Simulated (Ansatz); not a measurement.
# C3H10O2Si: what the fields show

Input file:

```
crystal:
  periodic: [false, false, false]
  atoms:
    - { symbol: Si, position_ang: [0.0, 0.0, 0.0] }
    - { symbol: O, position_ang: [0.0, 0.0, 1.68] }
    - { symbol: C, position_ang: [-1.1112, -0.3437, 2.4945] }
    - { symbol: H, position_ang: [-1.814, -0.9775, 1.9143] }
    - { symbol: H, position_ang: [-0.7584, -0.9037, 3.3856] }
    - { symbol: H, position_ang: [-1.6313, 0.5809, 2.8212] }
    - { symbol: C, position_ang: [1.7634, 0.0, -0.6227] }
    - { symbol: H, position_ang: [2.1111, -1.0463, -0.7509] }
    - { symbol: H, position_ang: [1.8119, 0.5276, -1.5981] }
    - { symbol: H, position_ang: [2.4154, 0.5187, 0.1108] }
    - { symbol: C, position_ang: [-0.8808, 1.5259, -0.6227] }
    - { symbol: H, position_ang: [-1.9334, 1.2723, -0.8671] }
    - { symbol: H, position_ang: [-0.8624, 2.3106, 0.1622] }
    - { symbol: H, position_ang: [-0.3704, 1.9025, -1.5336] }
    - { symbol: O, position_ang: [-0.7913, -1.3709, -0.5594] }
    - { symbol: H, position_ang: [-1.2459, -1.8365, 0.2129] }
basis:
  gaussian: { orbitals: "6-31G" }
hamiltonian:
  xc: b3lyp
relax:
  f_tol: 0.02
  max_steps: 40
output:
  orbitals: {}
```

Launched as:

```sh
ansatz run input.yaml --threads 1 --pin off --max-ram 2048MiB --backend cpu --events-out ev --progress --plain --runs-dir out
```

The fields are those of the run's last geometry, not of the input's.

Computed with RKS B3LYP/6-31G in Ansatz 0.2.0.

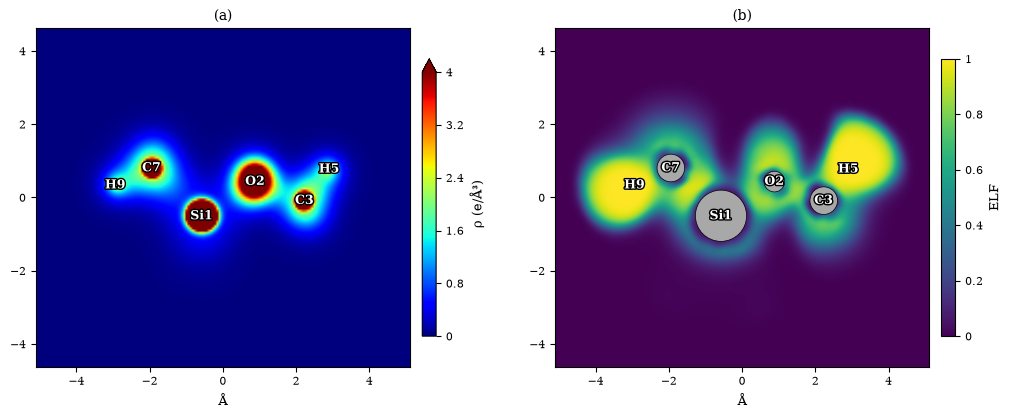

Figure 1. (a) total electron density; (b) electron localisation function on the plane of atoms O2, Si1 and C7. Grey discs cover the atomic cores in the ELF map.

**What do the fields say about this system?**

The section cuts through Si, O, C and H sites. C–O (1.45 Å): ρ at the midpoint is about 1.7 e/Å³, with its minimum of 1.5 e/Å³ about 0.6 Å from C; the ELF peaks at about 0.85 between the atoms (a polar covalent bond). Si–O (1.73 Å): ρ at the midpoint is about 0.82 e/Å³; the ELF peaks at about 0.85 between the atoms; a polar covalent bond. C–Si (1.89 Å): ρ is about 0.84 e/Å³ halfway; the ELF peaks at about 0.95 between the atoms: a shared electron pair. C–H (1.09 Å): ρ at the midpoint is about 1.9 e/Å³; the ELF climbs to about 1 towards the hydrogen, as it does in any bond to H (an ordinary covalent bond to hydrogen). The ELF also peaks beside O2, away from the bonds: lone-pair regions.

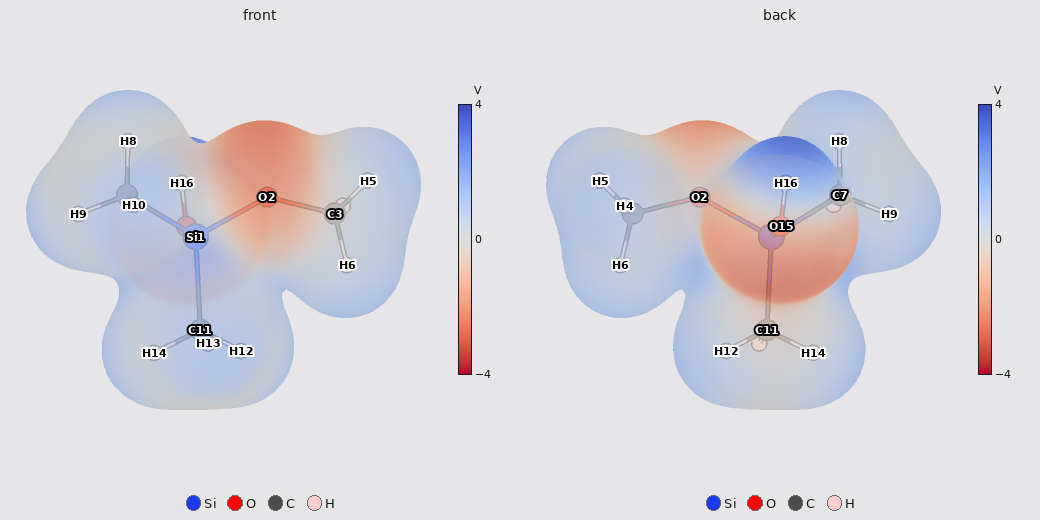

Figure 2. The molecular electrostatic potential painted on the density surface at 0.004 e/bohr³, seen from the front and from behind; red is negative and blue positive.

**Which sites attract a positive test charge, and which a negative one?**

A positive charge is drawn to the negative regions and a negative charge to the positive ones. The most negative region (about −2.4 V, or −55 kcal/mol for a unit charge) lies over O15, the most positive (about +3.0 V, or +69 kcal/mol for a unit charge) over H16. O15 is the likeliest acceptor of a hydrogen bond.

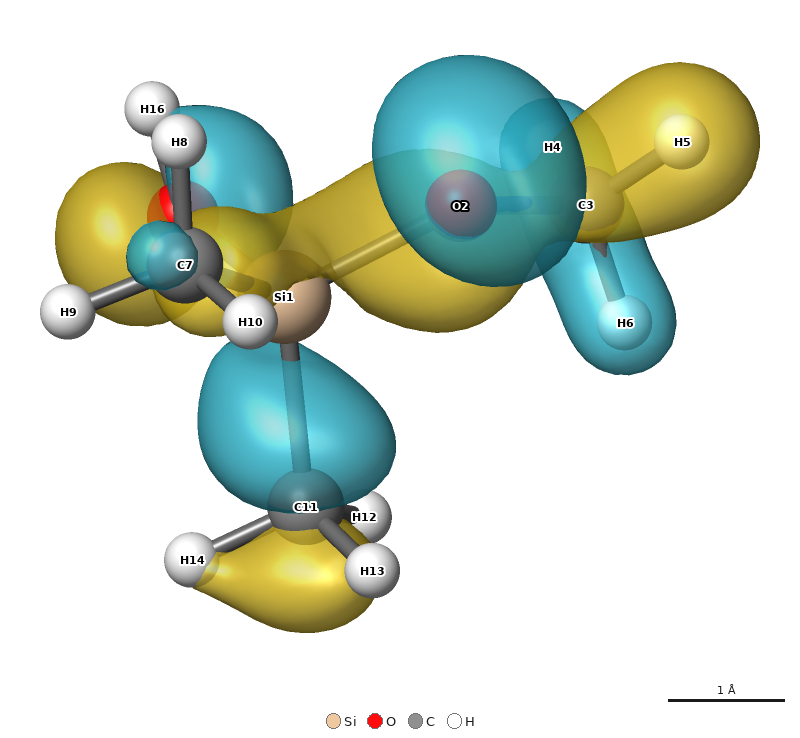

Figure 3. The HOMO−1 at ±0.1 Å⁻³ᐟ² (yellow and cyan are the two phases), seen at a tilt.

**Where does this orbital lie, and at what energy?**

By Hirshfeld shares it lies mainly on O2 (about 50 %), O15 (about 15 %), C11 (about 10 %), Si1 (about 10 %) and C3 (about 10 %). Its energy is −7.55 eV.
